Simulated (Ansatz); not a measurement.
Run report: Si2H7Br, geometry relaxation

System: Si2H7Br.
Method: RKS B3LYP-D4/def2-SVP (Ansatz 0.2.0).

It belongs to a series of runs on one base structure; here: end point B relaxed. Figures and captions count atoms from 1; the log counts them from 0 in places.

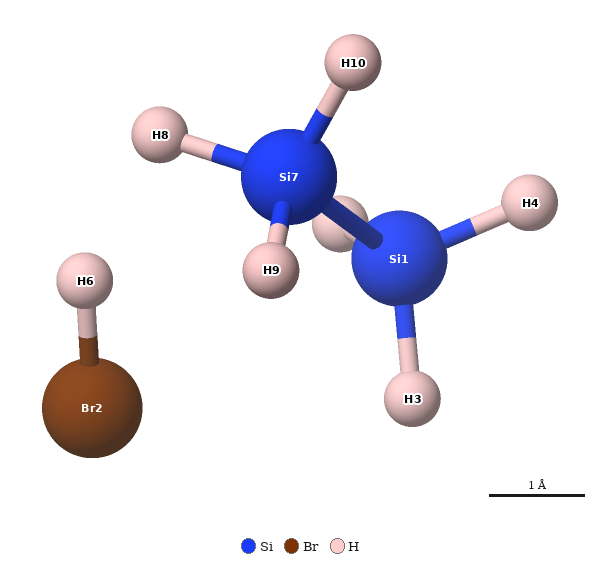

Fig. 1: The input geometry (ball-and-stick view, seen at a tilt; atoms are numbered from 1 in the order of the input). Bond lengths as drawn: Br–H 1.48 Å, H–Si 1.49 to 1.50 Å and Si–Si 2.26 Å.

## Results in brief

| quantity | value |
| --- | --- |
| outcome | converged |
| total energy | −85904.1469 eV |
| mean-field energy | −85903.8251 eV |
| largest force (length of the vector) at the end | 0.007 eV/Å |
| hardware | 2 threads of AMD EPYC (Zen 3), 24 GiB of memory available, shared host |
| wall time | 49 s (CPU time 93 s) |
| peak memory | 0.25 GiB |

## Input file
```yaml
crystal:
  periodic: [false, false, false]
  atoms:
    - { symbol: Si, position_ang: [-1.027421, 0.882358, -0.064437] }
    - { symbol: Br, position_ang: [-0.831626, -2.665844, -0.72747] }
    - { symbol: H, position_ang: [-1.54514, 0.577169, -1.428503] }
    - { symbol: H, position_ang: [-1.157113, 2.3587, 0.156677] }
    - { symbol: H, position_ang: [-1.870515, 0.193292, 0.958512] }
    - { symbol: H, position_ang: [0.237955, -2.234868, 0.198397] }
    - { symbol: Si, position_ang: [1.152723, 0.329642, 0.171228] }
    - { symbol: H, position_ang: [1.312954, -0.89145, 1.032707] }
    - { symbol: H, position_ang: [1.804897, 0.028998, -1.139873] }
    - { symbol: H, position_ang: [1.923286, 1.422003, 0.842563] }
basis:
  gaussian: { orbitals: def2-SVP }
hamiltonian:
  xc: b3lyp
  dispersion: d4
relax:
  f_tol: 0.03
  max_steps: 50
output:
  orbitals: {}
```

Launch command:
```bash
ansatz run input.yaml --threads 2 --pin off --max-ram 3072MiB --backend cpu --events-out ev --progress --plain --runs-dir out
```

## Output
```
The last accepted step is kept in [file] (removed where the run ends without a failure and the disk answers)
Engine: ansatz 0.2.0, x86_64-unknown-linux-gnu
Functional definition: B3LYP
  parameter a0 = 0.2
  parameter ax = 0.72
  parameter ac = 0.81
  exchange = (1 - a0 - ax)*slater_x + ax*b88_x + a0*exact_x
  correlation = (1 - ac)*vwn_rpa_c + ac*lyp_c
1066 factors; integrals over basis functions are off by at most 2.1e-4 eV
mean field evaluation 1: about -85903.1545 eV, gradient 1.2e1 eV
mean field evaluation 2: about -85903.5977 eV, gradient 4.3e0 eV
mean field evaluation 4: about -85903.6646 eV, gradient 3.6e-1 eV
mean field evaluation 8: about -85903.6664 eV, gradient 1.8e-2 eV
mean field -85903.66640397 eV, -3156.9015127494 hartree, gradient 4.6e-5 eV, S^2 0.000000; 0 other end points of the search recorded, 0 dependent functions left out
the calculation of the forces begins
reference -85903.66668418 eV, -3156.9015230469 hartree; 35, 35 occupied and 68, 68 virtual orbitals, 1066 factors
relax step   1: F+E_penalty+E_count = -85904.01931976 eV  Δ(F+E_penalty+E_count) = +0.000e0 eV  max|allowed force component| = 1.287e0 eV/Å  Δτ_max = 0.0000 Å  (22 SCF iters, accepted)
these checks for a lower state are left out or cut short: starts, cluster_reference, orbital_swaps, neighbouring_geometries, increment
1066 factors; integrals over basis functions are off by at most 2.3e-4 eV
mean field evaluation 16: about -85903.8013 eV, gradient 5.7e-2 eV
mean field -85903.80130230 eV, -3156.9064701716 hartree, gradient 5.1e-5 eV, S^2 0.000000; 0 other end points of the search recorded, 0 dependent functions left out
[... from here on the field's lines of each further geometry are left out, up to the last ...]
relax step   2: F+E_penalty+E_count = -85904.13044079 eV  Δ(F+E_penalty+E_count) = -1.111e-1 eV  max|allowed force component| = 2.553e-1 eV/Å  Δτ_max = 0.1956 Å  (23 SCF iters, accepted)
relax step   3: F+E_penalty+E_count = -85904.13581843 eV  Δ(F+E_penalty+E_count) = -5.378e-3 eV  max|allowed force component| = 4.551e-2 eV/Å  Δτ_max = 0.0249 Å  (23 SCF iters, accepted)
relax step   4: F+E_penalty+E_count = -85904.13723325 eV  Δ(F+E_penalty+E_count) = -1.415e-3 eV  max|allowed force component| = 3.532e-2 eV/Å  Δτ_max = 0.0634 Å  (23 SCF iters, accepted)
relax step   5: F+E_penalty+E_count = -85904.13976954 eV  Δ(F+E_penalty+E_count) = -2.536e-3 eV  max|allowed force component| = 1.080e-1 eV/Å  Δτ_max = 0.0881 Å  (23 SCF iters, accepted)
relax step   6: F+E_penalty+E_count = -85904.14197160 eV  Δ(F+E_penalty+E_count) = -2.202e-3 eV  max|allowed force component| = 3.824e-2 eV/Å  Δτ_max = 0.0953 Å  (25 SCF iters, accepted)
relax step   7: F+E_penalty+E_count = -85904.12724799 eV  Δ(F+E_penalty+E_count) = +1.472e-2 eV  max|allowed force component| = 2.217e-1 eV/Å  Δτ_max = 0.1065 Å  (22 SCF iters, rejected (line search))
relax step   8: F+E_penalty+E_count = -85904.14393444 eV  Δ(F+E_penalty+E_count) = -1.963e-3 eV  max|allowed force component| = 2.834e-2 eV/Å  Δτ_max = 0.0521 Å  (22 SCF iters, accepted)
relax step   9: F+E_penalty+E_count = -85904.14421953 eV  Δ(F+E_penalty+E_count) = -2.851e-4 eV  max|allowed force component| = 1.560e-1 eV/Å  Δτ_max = 0.0976 Å  (23 SCF iters, accepted)
relax step  10: F+E_penalty+E_count = -85904.14513325 eV  Δ(F+E_penalty+E_count) = -9.137e-4 eV  max|allowed force component| = 6.827e-2 eV/Å  Δτ_max = 0.0245 Å  (21 SCF iters, accepted)
relax step  11: F+E_penalty+E_count = -85904.14556948 eV  Δ(F+E_penalty+E_count) = -4.362e-4 eV  max|allowed force component| = 2.577e-2 eV/Å  Δτ_max = 0.0411 Å  (22 SCF iters, accepted)
relax step  12: F+E_penalty+E_count = -85904.14611353 eV  Δ(F+E_penalty+E_count) = -5.441e-4 eV  max|allowed force component| = 2.365e-2 eV/Å  Δτ_max = 0.0503 Å  (22 SCF iters, accepted)
relax step  13: F+E_penalty+E_count = -85904.14233147 eV  Δ(F+E_penalty+E_count) = +3.782e-3 eV  max|allowed force component| = 3.130e-1 eV/Å  Δτ_max = 0.1701 Å  (25 SCF iters, rejected (line search))
relax step  14: F+E_penalty+E_count = -85904.14648693 eV  Δ(F+E_penalty+E_count) = -3.734e-4 eV  max|allowed force component| = 3.024e-2 eV/Å  Δτ_max = 0.0525 Å  (22 SCF iters, accepted)
relax step  15: F+E_penalty+E_count = -85904.14641467 eV  Δ(F+E_penalty+E_count) = +7.226e-5 eV  max|allowed force component| = 9.734e-2 eV/Å  Δτ_max = 0.0808 Å  (22 SCF iters, rejected (line search))
relax step  16: F+E_penalty+E_count = -85904.14638047 eV  Δ(F+E_penalty+E_count) = +1.065e-4 eV  max|allowed force component| = 3.362e-2 eV/Å  Δτ_max = 0.0310 Å  (22 SCF iters, rejected (line search))
the calculation of the forces begins
reference -85903.82509184 eV, -3156.9073444213 hartree; 35, 35 occupied and 68, 68 virtual orbitals, 1066 factors
relax step  17: F+E_penalty+E_count = -85904.14662482 eV  Δ(F+E_penalty+E_count) = -1.379e-4 eV  max|allowed force component| = 5.565e-3 eV/Å  Δτ_max = 0.0150 Å  (22 SCF iters, accepted)
```

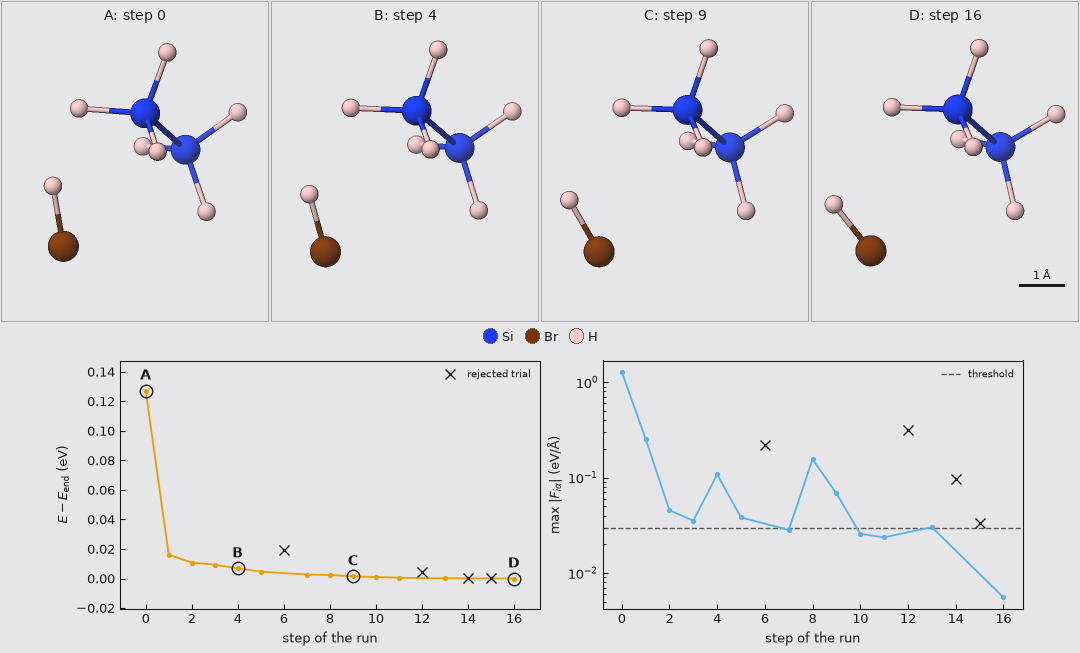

Fig. 2: Frames of the relaxation (ball-and-stick view, seen at a tilt) above the curves, on which the letters mark them (the first geometry is step 0 here and step 1 in the log).

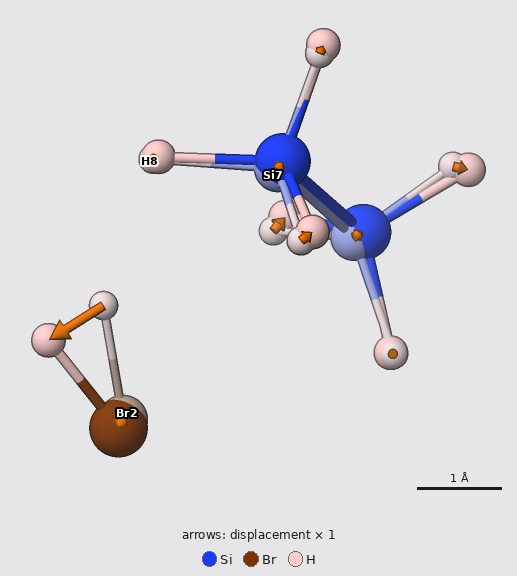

Fig. 3: Start (faint) and end (solid) with the displacements as orange arrows, at true length (ball-and-stick view, seen at a tilt). The two geometries are laid on each other by the best rigid fit. The atom that moves furthest after the best rigid fit is H6 (0.78 Å). By element the largest moves are H 0.78 Å, Si 0.14 Å, Br 0.14 Å. Among the contacts that change: Si1–Si7 2.261 → 2.360 Å, Br2–H6 1.479 → 1.429 Å. The energy falls by 0.127 eV in 16 geometry steps. Largest force component: 1.3 eV/Å at the start, 0.0056 eV/Å at the end. The line search rejected the trial steps at points 6, 12, 14, 15 (counted from 0) and went back. (Atoms are counted from 1 in the order of the input.)

```
1066 factors; integrals over basis functions are off by at most 2.4e-4 eV
mean field -85903.82479937 eV, -3156.9073336729 hartree, gradient 4.5e-6 eV, S^2 0.000000; 1 other end points of the search recorded, 0 dependent functions left out
the calculation of the forces begins
reference -85903.82509184 eV, -3156.9073444213 hartree; 35, 35 occupied and 68, 68 virtual orbitals, 1066 factors
Total energy: -85904.14691729 eV, -3156.9191712884 hartree
Atom 0 at    -1.064347     1.013807    -0.050017 Å, force     0.000140     0.002587    -0.000824 eV/Å
Atom 1 at    -0.805416    -2.771167    -0.805716 Å, force     0.005565    -0.000635     0.003928 eV/Å
Atom 2 at    -1.597250     0.564676    -1.367421 Å, force    -0.001440     0.000133     0.001224 eV/Å
Atom 3 at    -1.196696     2.500326     0.030804 Å, force     0.000192    -0.002644    -0.002119 eV/Å
Atom 4 at    -1.881594     0.409347     1.042393 Å, force     0.002025     0.001509    -0.000026 eV/Å
Atom 5 at     0.191277    -3.014217     0.188462 Å, force    -0.005036    -0.002217    -0.004877 eV/Å
Atom 6 at     1.206578     0.419963     0.193834 Å, force    -0.002003     0.002196     0.002310 eV/Å
Atom 7 at     1.351410    -0.826276     1.004854 Å, force     0.001588     0.000214    -0.000415 eV/Å
Atom 8 at     1.846669     0.195237    -1.135437 Å, force    -0.001081     0.000439     0.000675 eV/Å
Atom 9 at     1.949369     1.508304     0.898044 Å, force     0.000051    -0.001582     0.000124 eV/Å
Dipole moment:     0.100772    -0.111971     0.103216 e Å
```

## Trajectory as extended XYZ (Å, eV, eV/Å), 10 of the 17 frames kept, from step=1 to step=17
```
10
Properties=species:S:1:pos:R:3:forces:R:3 step=1 energy=-85904.01932
Si   -1.0274    0.8824   -0.0644   -1.2597   0.4733  -0.0871
Br   -0.8316   -2.6658   -0.7275    0.6995   0.1469   0.5837
H    -1.5451    0.5772   -1.4285    0.0285  -0.0080   0.0286
H    -1.1571    2.3587    0.1567   -0.0020  -0.0358  -0.0078
H    -1.8705    0.1933    0.9585    0.0381   0.0186  -0.0328
H     0.2380   -2.2349    0.1984   -0.7250  -0.3690  -0.6085
Si    1.1527    0.3296    0.1712    1.2874  -0.2325   0.1254
H     1.3130   -0.8914    1.0327   -0.0126   0.0130  -0.0227
H     1.8049    0.0290   -1.1399   -0.0255   0.0134   0.0402
H     1.9233    1.4220    0.8426   -0.0286  -0.0200  -0.0189
10
Properties=species:S:1:pos:R:3:forces:R:3 step=3 energy=-85904.13582
Si   -1.0681    0.9665   -0.0585    0.0316  -0.0082   0.0074
Br   -0.8235   -2.8747   -0.7360   -0.0301  -0.0023  -0.0326
H    -1.5632    0.6295   -1.4224   -0.0037  -0.0004   0.0017
H    -1.2053    2.4385    0.1566   -0.0084  -0.0049  -0.0090
H    -1.8932    0.2561    0.9609   -0.0006   0.0116  -0.0023
H     0.1966   -2.4485    0.1689    0.0314  -0.0195   0.0379
Si    1.2071    0.3678    0.1813   -0.0144  -0.0455   0.0271
H     1.3376   -0.8637    1.0302   -0.0133   0.0441  -0.0284
H     1.8405    0.0704   -1.1365   -0.0056   0.0247  -0.0009
H     1.9715    1.4579    0.8554    0.0130   0.0004  -0.0010
10
Properties=species:S:1:pos:R:3:forces:R:3 step=5 energy=-85904.13977
Si   -1.0660    0.9868   -0.0575    0.0103  -0.0053   0.0014
Br   -0.8248   -2.8842   -0.7515    0.1080   0.0490   0.0967
H    -1.5615    0.6403   -1.4189   -0.0060  -0.0050  -0.0016
H    -1.2102    2.4597    0.1451    0.0013   0.0030  -0.0067
H    -1.8939    0.2851    0.9654   -0.0024   0.0029   0.0038
H     0.2085   -2.5930    0.2017   -0.1063  -0.0448  -0.0947
Si    1.2059    0.3843    0.1810   -0.0098  -0.0171   0.0055
H     1.3293   -0.8547    1.0136    0.0064   0.0101  -0.0083
H     1.8355    0.1115   -1.1437    0.0002   0.0048  -0.0014
H     1.9772    1.4641    0.8647   -0.0018   0.0025   0.0054
10
Properties=species:S:1:pos:R:3:forces:R:3 step=6 energy=-85904.14197
Si   -1.0654    0.9803   -0.0625   -0.0209   0.0156   0.0286
Br   -0.8331   -2.8196   -0.7681    0.0146   0.0041   0.0106
H    -1.5876    0.6124   -1.4096    0.0305  -0.0222   0.0186
H    -1.1982    2.4608    0.1004    0.0123  -0.0157   0.0039
H    -1.8886    0.3162    0.9893   -0.0134   0.0037  -0.0049
H     0.2043   -2.6881    0.2070   -0.0148  -0.0160  -0.0118
Si    1.2064    0.3826    0.1903    0.0171   0.0205  -0.0259
H     1.3685   -0.8612    1.0078   -0.0382   0.0202  -0.0071
H     1.8394    0.1423   -1.1386    0.0186  -0.0004  -0.0107
H     1.9543    1.4743    0.8837   -0.0058  -0.0098  -0.0013
10
Properties=species:S:1:pos:R:3:forces:R:3 step=8 energy=-85904.14393
Si   -1.0656    0.9858   -0.0562    0.0134   0.0050  -0.0036
Br   -0.8314   -2.8121   -0.7789    0.0283   0.0029   0.0250
H    -1.5801    0.5931   -1.3985    0.0015  -0.0020   0.0067
H    -1.1987    2.4673    0.0888   -0.0031  -0.0039  -0.0020
H    -1.8893    0.3317    1.0014   -0.0001   0.0026   0.0019
H     0.2005   -2.7400    0.2091   -0.0283  -0.0130  -0.0262
Si    1.2082    0.3931    0.1861   -0.0111   0.0039   0.0035
H     1.3533   -0.8531    1.0011   -0.0033   0.0038  -0.0034
H     1.8464    0.1562   -1.1416    0.0019   0.0023  -0.0012
H     1.9568    1.4780    0.8884    0.0008  -0.0014  -0.0008
10
Properties=species:S:1:pos:R:3:forces:R:3 step=10 energy=-85904.14513
Si   -1.0637    0.9990   -0.0538    0.0045   0.0079  -0.0037
Br   -0.8298   -2.8142   -0.7939    0.0683   0.0061   0.0652
H    -1.5845    0.5836   -1.3867   -0.0013  -0.0034   0.0026
H    -1.1992    2.4826    0.0662   -0.0020  -0.0063  -0.0012
H    -1.8836    0.3620    1.0177    0.0031   0.0035  -0.0004
H     0.1910   -2.8578    0.2097   -0.0649  -0.0036  -0.0639
Si    1.2097    0.4097    0.1877   -0.0035  -0.0142   0.0078
H     1.3545   -0.8404    0.9955   -0.0020   0.0022  -0.0044
H     1.8511    0.1833   -1.1406   -0.0015   0.0055   0.0006
H     1.9545    1.4921    0.8980   -0.0007   0.0021  -0.0025
10
Properties=species:S:1:pos:R:3:forces:R:3 step=12 energy=-85904.14611
Si   -1.0631    1.0061   -0.0532    0.0031  -0.0134   0.0005
Br   -0.8213   -2.7830   -0.7989    0.0117   0.0014   0.0088
H    -1.5907    0.5731   -1.3778    0.0012  -0.0008  -0.0017
H    -1.2004    2.4893    0.0491   -0.0024   0.0236  -0.0024
H    -1.8789    0.3832    1.0288   -0.0088  -0.0024   0.0086
H     0.1913   -2.9471    0.1957   -0.0091  -0.0036  -0.0087
Si    1.2084    0.4166    0.1924    0.0017  -0.0106  -0.0053
H     1.3524   -0.8293    1.0052    0.0011   0.0016  -0.0019
H     1.8481    0.1877   -1.1360    0.0027  -0.0012  -0.0031
H     1.9542    1.5035    0.8945   -0.0012   0.0054   0.0051
10
Properties=species:S:1:pos:R:3:forces:R:3 step=13 energy=-85904.14233 accepted=F
Si   -1.0649    1.0222   -0.0477    0.0039  -0.0076  -0.0071
Br   -0.7976   -2.7431   -0.8099    0.3120  -0.1233   0.3095
H    -1.5994    0.5608   -1.3603   -0.0065   0.0002   0.0009
H    -1.1978    2.5082    0.0190   -0.0043   0.0200  -0.0029
H    -1.8812    0.4288    1.0512    0.0014  -0.0025   0.0009
H     0.1915   -3.1163    0.1785   -0.3130   0.1189  -0.3126
Si    1.2055    0.4304    0.1960    0.0040  -0.0148   0.0044
H     1.3488   -0.8119    1.0121    0.0059   0.0002   0.0067
H     1.8462    0.1982   -1.1316   -0.0055   0.0044  -0.0052
H     1.9489    1.5227    0.8927    0.0022   0.0044   0.0053
10
Properties=species:S:1:pos:R:3:forces:R:3 step=15 energy=-85904.14641 accepted=F
Si   -1.0661    1.0206   -0.0485    0.0042   0.0086   0.0027
Br   -0.7903   -2.7573   -0.8112    0.0948  -0.0343   0.0947
H    -1.6058    0.5598   -1.3593    0.0022  -0.0013   0.0030
H    -1.1916    2.5083    0.0160   -0.0074   0.0021  -0.0020
H    -1.8829    0.4315    1.0528    0.0029   0.0016  -0.0013
H     0.1946   -3.0794    0.1800   -0.0967   0.0309  -0.0973
Si    1.2038    0.4251    0.1966   -0.0013  -0.0119  -0.0009
H     1.3468   -0.8204    1.0084    0.0042   0.0007   0.0009
H     1.8418    0.1990   -1.1334    0.0013   0.0002  -0.0009
H     1.9496    1.5129    0.8984   -0.0042   0.0035   0.0012
10
Properties=species:S:1:pos:R:3:forces:R:3 step=17 energy=-85904.14662
Si   -1.0643    1.0138   -0.0500    0.0001   0.0026  -0.0008
Br   -0.8054   -2.7712   -0.8057    0.0056  -0.0006   0.0039
H    -1.5973    0.5647   -1.3674   -0.0014   0.0001   0.0012
H    -1.1967    2.5003    0.0308    0.0002  -0.0026  -0.0021
H    -1.8816    0.4093    1.0424    0.0020   0.0015   0.0000
H     0.1913   -3.0142    0.1885   -0.0050  -0.0022  -0.0049
Si    1.2066    0.4200    0.1938   -0.0020   0.0022   0.0023
H     1.3514   -0.8263    1.0049    0.0016   0.0002  -0.0004
H     1.8467    0.1952   -1.1354   -0.0011   0.0004   0.0007
H     1.9494    1.5083    0.8980    0.0001  -0.0016   0.0001
```

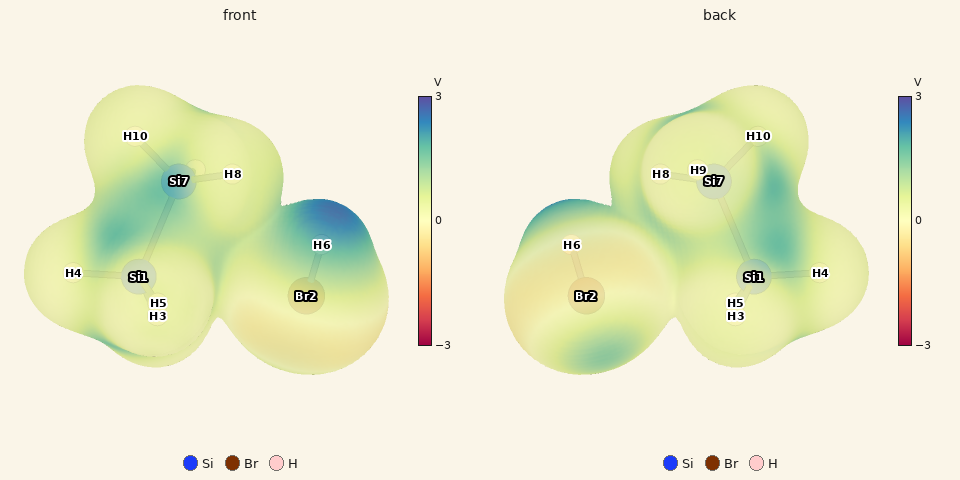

Fig. 4: The molecular electrostatic potential painted on the density surface at 0.004 e/bohr³, seen face on and from behind; red is negative and blue positive.

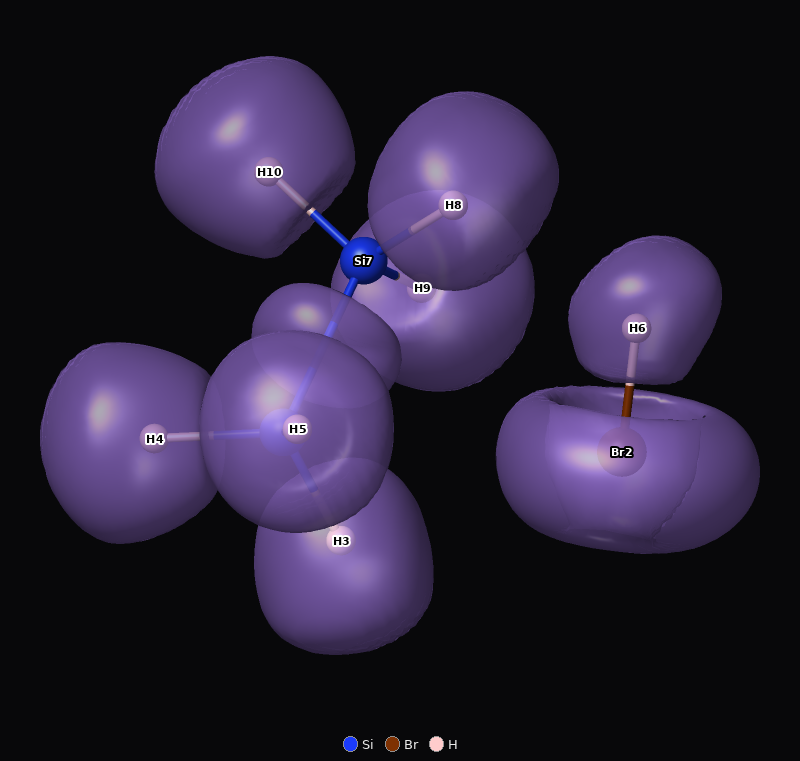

Fig. 5: Isosurface of the electron localisation function at 0.75 (purple), seen at a tilt. Only the valence region is drawn (cores and ρ < 0.01 e/Å³ removed). Along the contacts the grid gives the following.
